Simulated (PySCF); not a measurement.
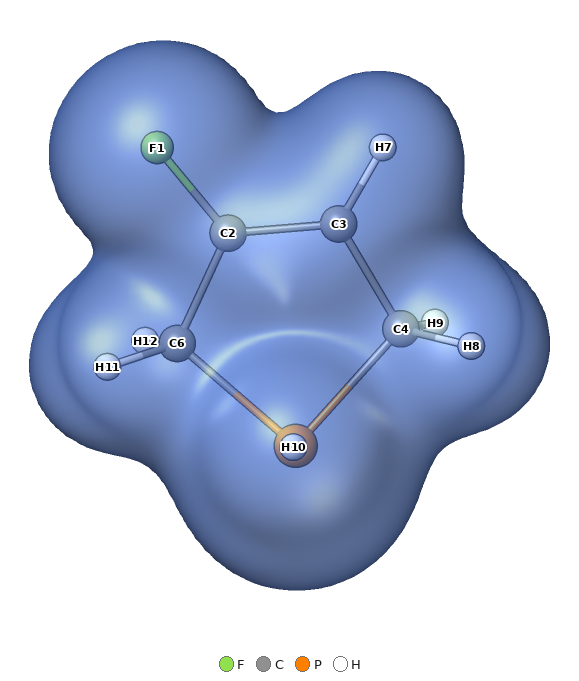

The picture shows: C4H6FP (SMILES FC1=CCPC1). Isosurface of the electron density at 0.05 e/Å³ (blue), seen across its widest extent.

Geometry: GFN2-xTB.

Method: PBE0/pcSseg-1, SCF density, gas phase, non-relativistic (PySCF 2.14.0).

```json
{"atom": "F", "x (Å)": "1.7281", "y (Å)": "-1.6742", "z (Å)": "0.5776"}
{"atom": "C", "x (Å)": "0.7710", "y (Å)": "-0.7967", "z (Å)": "0.2189"}
{"atom": "C", "x (Å)": "-0.5072", "y (Å)": "-0.9374", "z (Å)": "0.5226"}
{"atom": "C", "x (Å)": "-1.3994", "y (Å)": "0.1332", "z (Å)": "-0.0205"}
{"atom": "P", "x (Å)": "-0.2728", "y (Å)": "1.5351", "z (Å)": "-0.5498"}
{"atom": "C", "x (Å)": "1.1947", "y (Å)": "0.3785", "z (Å)": "-0.6025"}
{"atom": "H", "x (Å)": "-0.9084", "y (Å)": "-1.7650", "z (Å)": "1.0822"}
{"atom": "H", "x (Å)": "-2.1292", "y (Å)": "0.4881", "z (Å)": "0.7096"}
{"atom": "H", "x (Å)": "-1.9585", "y (Å)": "-0.2372", "z (Å)": "-0.8869"}
{"atom": "H", "x (Å)": "-0.0154", "y (Å)": "1.9463", "z (Å)": "0.7683"}
{"atom": "H", "x (Å)": "2.0951", "y (Å)": "0.8570", "z (Å)": "-0.2122"}
{"atom": "H", "x (Å)": "1.4032", "y (Å)": "0.0717", "z (Å)": "-1.6333"}
```

### How is the density connected at this value?

At this value the surface is in one piece. It bridges the sampled C–C (1.32 Å), C–F (1.35 Å), C–P (1.87 Å) and C–H (1.08 Å) contacts, where the density stays above the isovalue. On the grid the lowest density along these lines, outside the cores, is 2.4 e/Å³ (C–C, 1.32 Å), 1.7 e/Å³ (C–F, 1.35 Å), 0.99 e/Å³ (C–P, 1.87 Å) and 1.9 e/Å³ (C–H, 1.08 Å).
